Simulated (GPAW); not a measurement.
The Pd L₃ edge of atom 1 in TiPd (Pm-3m), with 8 Ti at 2.75 Å and 6 Pd at 3.18 Å (cube and octahedron, as in bcc, site symmetry m-3m), was computed in 2 ways: excited-electron core hole (neutral cell) and no core hole. Program and functional: GPAW, LDA, Gaussian full width 2.25 eV up to 4 eV, rising linearly to 3.5 eV at 25 eV; cells of 2 and 18 atoms (the run without a hole in the smaller).

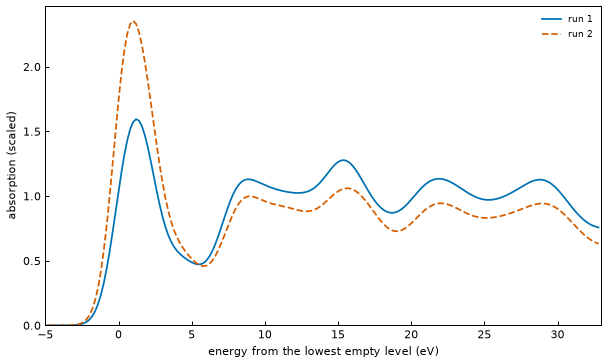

Each run is counted from its own lowest empty level or Fermi level and scaled to a mean of 1 over its first 20 eV.

Which run is which?

Run 1: excited-electron core hole (neutral cell) (area from −2 to 6 eV 6.5, main maxima 1.2 eV (1.59), 8.8 eV (1.13), 15.4 eV (1.28) and 21.8 eV (1.13)). Run 2: no core hole (area from −2 to 6 eV 9.2, main maxima 1.0 eV (2.35), 9.0 eV (1.00), 15.6 eV (1.06) and 22.0 eV (0.94)). With each curve scaled to its own mean, the area from −2 to 6 eV with the hole is 6.5 against 9.2, and the centre of weight from −1 to 20 eV moves by +1.4 eV (first and strongest maxima below 20 eV: 1.0 eV (2.35), 9.0 eV (1.00) and 15.6 eV (1.06) without the hole, 1.2 eV (1.59), 8.8 eV (1.13) and 15.4 eV (1.28) with it): the near-edge weight falls against the higher-lying part.

[Hosts, paths, dates, database ids (printed as entryN), source tags and the programs' standing remarks are cut or masked in the printed files.]

[Lists of maxima count a maximum above −3 eV only where it reaches 4 % of the highest in the window and stands out from its surroundings by 2 % of it (1.5 % where it reaches 55 %); shoulders and weaker maxima are passed over, and of the rest the first, up to two pre-edge ones and the few strongest are named.]
